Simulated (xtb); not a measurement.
# Run report: CoH$_{10}$O$_{6}$ (charge +1), frequency calculation (part 2 of 2)

CoH$_{10}$O$_{6}$, charge +1, SMILES [OH][Co+]([OH])(<-[OH2])(<-[OH2])(<-[OH2])<-[OH2]; GFN1-xTB (xtb 6.7.1). The geometry was optimised with GFN1-xTB. The settings are looser than a standard set-up, so the numbers are not reference values.

Geometry of the input (Å):
```
Co 0.0620  0.0056  0.0207
O  -0.1326  0.0877  1.8432
H  0.5816  -0.2718  2.3819
O  0.1139  -0.1776  -1.8076
H  0.1012  0.6027  -2.3713
O  1.9877  -0.0555  0.0103
H  2.4094  0.8115  0.0510
H  2.2137  -0.4325  -0.8543
O  -1.8841  0.1374  -0.0190
H  -2.2324  -0.0603  0.8616
H  -2.3407  -0.3947  -0.6802
O  0.1449  1.9324  0.0873
H  0.0518  2.0958  1.0429
H  -0.6113  2.3625  -0.3318
O  0.0665  -1.9381  0.0168
H  -0.0588  -2.2627  -0.8851
H  -0.4727  -2.4424  0.6337
```

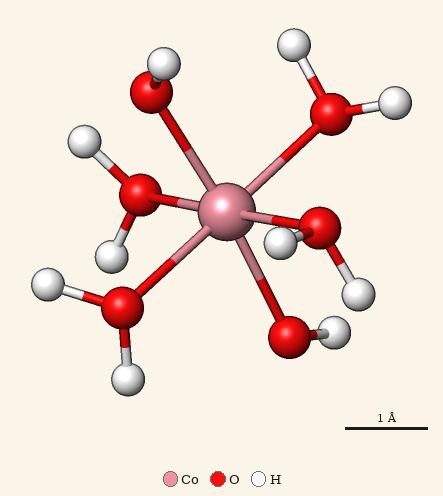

*The input geometry (ball-and-stick view, seen at a tilt). Sticks mark near contacts.*

The program's output, continued:
```
 ---------------------------------------------------------------------------
     #   Z sym  total        # sym  WBO       # sym  WBO       # sym  WBO
 ---------------------------------------------------------------------------
     1  27 co   3.604 --     2 o    0.818     4 o    0.806     6 o    0.488
                            12 o    0.475    15 o    0.456     9 o    0.445
     2   8 o    1.901 --     3 h    0.851     1 co   0.818     4 o    0.100
     3   1 h    0.876 --     2 o    0.851
Molecule has no symmetry elements
It seems to be the C1 point group
     4   8 o    1.886 --     5 h    0.856     1 co   0.806     2 o    0.100
     5   1 h    0.881 --     4 o    0.856
     6   8 o    2.158 --     7 h    0.818     8 h    0.803     1 co   0.488
     7   1 h    0.844 --     6 o    0.818
     8   1 h    0.853 --     6 o    0.803
     9   8 o    2.122 --    11 h    0.816    10 h    0.805     1 co   0.445
    10   1 h    0.848 --     9 o    0.805
    11   1 h    0.849 --     9 o    0.816
    12   8 o    2.143 --    14 h    0.817    13 h    0.796     1 co   0.475
    13   1 h    0.855 --    12 o    0.796
    14   1 h    0.844 --    12 o    0.817
    15   8 o    2.127 --    17 h    0.817    16 h    0.803     1 co   0.456
    16   1 h    0.846 --    15 o    0.803
    17   1 h    0.846 --    15 o    0.817
 ---------------------------------------------------------------------------

Topologies differ in total number of bonds
Writing topology from bond orders to xtbtopo.mol

 dipole moment from electron density (au)
     X       Y       Z
  -0.7266   0.0542  -0.2906  total (Debye):    1.994

           -------------------------------------------------
          |               Frequency Printout                |
           -------------------------------------------------
 projected vibrational frequencies (cm⁻¹)
eigval :       -0.00    -0.00    -0.00    -0.00    -0.00     0.00
eigval :      100.54   136.79   154.58   170.22   181.31   194.53
eigval :      196.95   210.80   229.86   241.19   254.91   268.34
eigval :      290.26   301.73   319.58   344.56   350.85   353.63
eigval :      388.32   451.57   522.30   565.07   569.09   589.21
eigval :      610.47   623.81   630.32   679.26   723.97   789.82
eigval :      825.36  1347.59  1357.38  1403.52  1410.80  3456.21
eigval :     3513.62  3529.69  3542.88  3608.96  3626.08  3637.87
eigval :     3646.50  3653.39  3664.86
 reduced masses (amu)
   1: 16.29   2: 21.41   3: 25.85   4: 22.90   5: 24.25   6: 21.87   7:  6.56   8:  7.23
   9:  9.48  10: 10.76  11: 12.69  12: 12.29  13: 13.99  14: 12.30  15: 16.66  16: 11.60
  17: 10.74  18:  8.03  19: 10.70  20: 14.22  21:  5.23  22:  7.72  23:  9.84  24: 19.39
  25: 32.45  26: 15.22  27: 13.74  28:  5.64  29: 12.98  30:  4.26  31:  4.68  32:  6.41
  33:  4.97  34:  6.03  35: 18.32  36:  4.56  37:  6.75  38:  2.19  39:  2.17  40:  2.04
  41:  2.01  42:  1.71  43:  1.64  44:  1.58  45:  1.59  46:  2.00  47:  2.07  48:  1.88
  49:  2.13  50:  1.88  51:  2.12
 IR intensities (km·mol⁻¹)
   1:  0.80   2:  1.28   3:  4.78   4:  4.74   5:  3.10   6:  3.59   7: 42.76   8: 23.62
   9: 71.59  10: 24.65  11:  8.12  12: 85.20  13: 36.10  14: 31.26  15: 35.53  16: 24.99
  17:276.00  18: 54.42  19: 55.94  20:101.13  21: 82.01  22:136.21  23: 98.31  24:131.65
  25: 19.82  26:568.33  27:  5.89  28: 76.86  29: 86.33  30: 36.88  31: 79.44  32:258.63
  33: 89.00  34:549.42  35:323.39  36: 50.20  37:318.06  38: 30.67  39:439.94  40:273.31
  41:132.93  42: 91.74  43:110.65  44: 73.34  45:128.04  46:136.37  47:130.12  48: 93.01
  49:108.85  50: 83.84  51:135.58
 Raman intensities (Ä⁴*amu⁻¹)
   1:  0.00   2:  0.00   3:  0.00   4:  0.00   5:  0.00   6:  0.00   7:  0.00   8:  0.00
   9:  0.00  10:  0.00  11:  0.00  12:  0.00  13:  0.00  14:  0.00  15:  0.00  16:  0.00
  17:  0.00  18:  0.00  19:  0.00  20:  0.00  21:  0.00  22:  0.00  23:  0.00  24:  0.00
  25:  0.00  26:  0.00  27:  0.00  28:  0.00  29:  0.00  30:  0.00  31:  0.00  32:  0.00
  33:  0.00  34:  0.00  35:  0.00  36:  0.00  37:  0.00  38:  0.00  39:  0.00  40:  0.00
  41:  0.00  42:  0.00  43:  0.00  44:  0.00  45:  0.00  46:  0.00  47:  0.00  48:  0.00
  49:  0.00  50:  0.00  51:  0.00
 output can be read by thermo (or use thermo option).
 writing <g98.out> molden fake output.
 recommended (thermochemical) frequency scaling factor: 1.0
           -------------------------------------------------
          |             Thermodynamic Functions             |
           -------------------------------------------------

c1  symmetry found (for desy threshold:  0.10E+00) used in thermo

          ...................................................
          :                      SETUP                      :
          :.................................................:
          :  # frequencies                          45      :
          :  # imaginary freq.                       0      :
          :  linear?                             false      :
          :  only rotor calc.                    false      :
          :  symmetry                               c1      :
          :  rotational number                       1      :
          :  scaling factor                  1.0000000      :
          :  rotor cutoff                   50.0000000 cm⁻¹ :
          :  imag. cutoff                  -20.0000000 cm⁻¹ :
          :.................................................:

    mode    ω/cm⁻¹     T·S(HO)/kcal·mol⁻¹    T·S(FR)/kcal·mol⁻¹   T·S(vib)
   ------------------------------------------------------------------------
       1    100.54    -1.02677 ( 94.24%)    -0.84943 (  5.76%)    -1.01655
       2    136.79    -0.84922 ( 98.25%)    -0.75827 (  1.75%)    -0.84763
       3    154.58    -0.77969 ( 98.92%)    -0.72207 (  1.08%)    -0.77907
       4    170.22    -0.72542 ( 99.26%)    -0.69353 (  0.74%)    -0.72519
       5    181.31    -0.69017 ( 99.43%)    -0.67483 (  0.57%)    -0.69008
       6    194.53    -0.65123 ( 99.57%)    -0.65400 (  0.43%)    -0.65124
       7    196.95    -0.64443 ( 99.59%)    -0.65033 (  0.41%)    -0.64445
       8    210.80    -0.60724 ( 99.68%)    -0.63020 (  0.32%)    -0.60731
       9    229.86    -0.56054 ( 99.78%)    -0.60458 (  0.22%)    -0.56064
      10    241.19    -0.53491 ( 99.82%)    -0.59032 (  0.18%)    -0.53501
      11    254.91    -0.50577 ( 99.85%)    -0.57393 (  0.15%)    -0.50587
      12    268.34    -0.47909 ( 99.88%)    -0.55873 (  0.12%)    -0.47918
      13    290.26    -0.43901 ( 99.91%)    -0.53547 (  0.09%)    -0.43910
   ------------------------------------------------------------------------

   temp. (K)  partition function   enthalpy   heat capacity  entropy
                                   cal/mol     cal/K/mol   cal/K/mol   J/K/mol
 298.15  VIB  0.520E+04             7136.254     45.358     40.898
         ROT  0.343E+06              888.752      2.981     28.311
         INT  0.178E+10             8025.007     48.339     69.209
         TR   0.205E+28             1481.254      4.968     41.192
         TOT                        9506.2606    53.3067   110.4014   461.9195

       T/K    H(0)-H(T)+PV         H(T)/Eh          T*S/Eh         G(T)/Eh
   ------------------------------------------------------------------------
    298.15    0.151492E-01    0.137415E+00    0.524553E-01    0.849598E-01
   ------------------------------------------------------------------------

         :::::::::::::::::::::::::::::::::::::::::::::::::::::
         ::                  THERMODYNAMIC                  ::
         :::::::::::::::::::::::::::::::::::::::::::::::::::::
         :: total free energy         -36.563064292283 Eh   ::
         ::.................................................::
         :: total energy              -36.648024120874 Eh   ::
         :: zero point energy           0.122265908822 Eh   ::
         :: G(RRHO) w/o ZPVE           -0.037306080231 Eh   ::
         :: G(RRHO) contrib.            0.084959828591 Eh   ::
         :::::::::::::::::::::::::::::::::::::::::::::::::::::

           -------------------------------------------------
          | TOTAL ENERGY              -36.648024120874 Eh   |
          | TOTAL ENTHALPY            -36.510609021513 Eh   |
          | TOTAL FREE ENERGY         -36.563064292283 Eh   |
          | GRADIENT NORM               0.000130042369 Eh/α |
          | HOMO-LUMO GAP               1.418169932645 eV   |
           -------------------------------------------------

------------------------------------------------------------------------
------------------------------------------------------------------------
 total:
 *  cpu-time:     0 d,  0 h,  0 min,  3.637 sec
 * ratio c/w:     1.000 speedup
 SCF:
 *  cpu-time:     0 d,  0 h,  0 min,  0.046 sec
 * ratio c/w:     1.000 speedup
 analytical hessian:
 *  cpu-time:     0 d,  0 h,  0 min,  3.567 sec
 * ratio c/w:     1.000 speedup
```

File vibspectrum:
```
$vibrational spectrum
#  mode     symmetry     wave number   IR intensity    selection rules
#                         cm**(-1)      (km*mol⁻¹)        IR
     1                      -0.00         0.00000          -
     2                      -0.00         0.00000          -
     3                      -0.00         0.00000          -
     4                      -0.00         0.00000          -
     5                      -0.00         0.00000          -
     6                       0.00         0.00000          -
     7        a            100.54        42.76288         YES
     8        a            136.79        23.62403         YES
     9        a            154.58        71.59500         YES
    10        a            170.22        24.65409         YES
    11        a            181.31         8.11799         YES
    12        a            194.53        85.20103         YES
    13        a            196.95        36.10395         YES
    14        a            210.80        31.26052         YES
    15        a            229.86        35.52816         YES
    16        a            241.19        24.99055         YES
    17        a            254.91       276.00191         YES
    18        a            268.34        54.42241         YES
    19        a            290.26        55.93767         YES
    20        a            301.73       101.13177         YES
    21        a            319.58        82.01051         YES
    22        a            344.56       136.20509         YES
    23        a            350.85        98.30784         YES
    24        a            353.63       131.65412         YES
    25        a            388.32        19.81777         YES
    26        a            451.57       568.33209         YES
    27        a            522.30         5.88585         YES
    28        a            565.07        76.85780         YES
    29        a            569.09        86.32841         YES
    30        a            589.21        36.88134         YES
    31        a            610.47        79.44163         YES
    32        a            623.81       258.63180         YES
    33        a            630.32        88.99837         YES
    34        a            679.26       549.42365         YES
    35        a            723.97       323.38883         YES
    36        a            789.82        50.20392         YES
    37        a            825.36       318.05590         YES
    38        a           1347.59        30.67314         YES
    39        a           1357.38       439.93976         YES
    40        a           1403.52       273.31162         YES
    41        a           1410.80       132.93491         YES
    42        a           3456.21        91.73790         YES
    43        a           3513.62       110.65331         YES
    44        a           3529.69        73.33935         YES
    45        a           3542.88       128.04200         YES
    46        a           3608.96       136.36581         YES
    47        a           3626.08       130.11802         YES
    48        a           3637.87        93.01064         YES
    49        a           3646.50       108.85174         YES
    50        a           3653.39        83.83983         YES
    51        a           3664.86       135.58177         YES
$end
```

Standard error:
```
normal termination of xtb
```

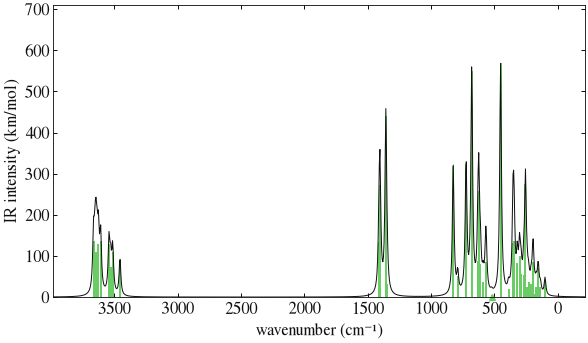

*Harmonic infrared spectrum, unscaled: sticks (degenerate modes added up, dark ones marked on the axis) with a Lorentzian envelope of 16 cm⁻¹ full width, scaled to the tallest stick.*

45 modes from 101 to 3665 cm⁻¹, none imaginary. The strongest line is at 452 cm⁻¹ (568 km/mol).

Summary:

| quantity | value |
| --- | --- |
| outcome | converged |
| electrons treated | 54 |
| total energy | −36.648024 hartree |
| dispersion energy | −0.006108 hartree |
| basis functions | 54 |
| HOMO | −15.59 eV |
| LUMO | −14.17 eV |
| zero-point energy | 0.122266 hartree |
| wavenumbers, lowest and highest | 101 and 3665 cm⁻¹ |
| wall time | 3.7 s |
| peak memory | 0.072 GiB |

Notes:

Settings chosen away from the usual ones: method = gfn1-xtb; task = frequencies; x = {"hess_scc_accuracy": 30}; geo = {"prev": "A"}. These settings are looser than, or depart from, a standard set-up, so the numbers are not reference values for this system.
